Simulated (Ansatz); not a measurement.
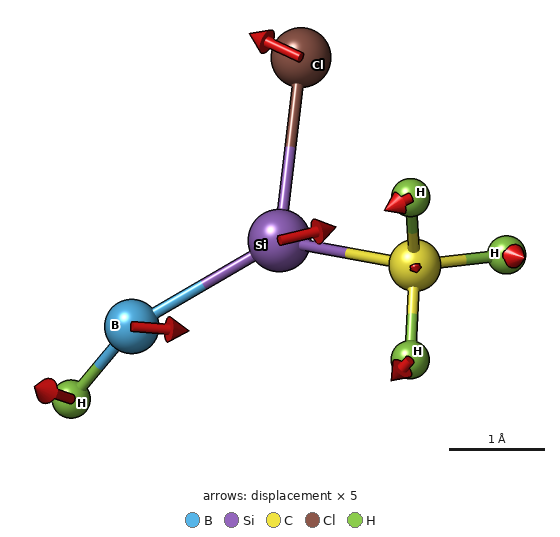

A relaxation of CH₄BClSi. The starting structure is drawn; red arrows show the displacements, magnified 5 times. The two geometries are superimposed by the best rigid fit.

Style: ball-and-stick. Shown at a tilt.

The run prepares the start of a later molecular dynamics calculation, from a guessed geometry.

These are results of RKS PBE0/def2-SVP (Ansatz 0.2.0), not measurements. Settings: no spin polarisation; force threshold 0.02 eV/Å; at most 40 steps.

Question: What happened in the run?

Answer: Over 7 geometry steps the energy falls by 3.19 kcal/mol. Largest force component: 1.3 eV/Å at the start, 0.013 eV/Å at the end. The largest moves after the best rigid fit, 0.14 Å, are those of Si and Cl and H atoms. Largest moves by element: Si 0.14 Å, Cl 0.14 Å, H 0.14 Å, B 0.13 Å, C 0.02 Å. Some distances before and after: B–H 1.155 → 1.194 Å, C–Si 1.900 → 1.865 Å, B–Si 1.822 → 1.839 Å, C–H 1.086 → 1.101 Å. Among the angles between lasting bonds that change: Si–B–H 151.0° → 163.7°, C–Si–Cl 104.9° → 112.6°, B–Si–Cl 121.2° → 116.3°.
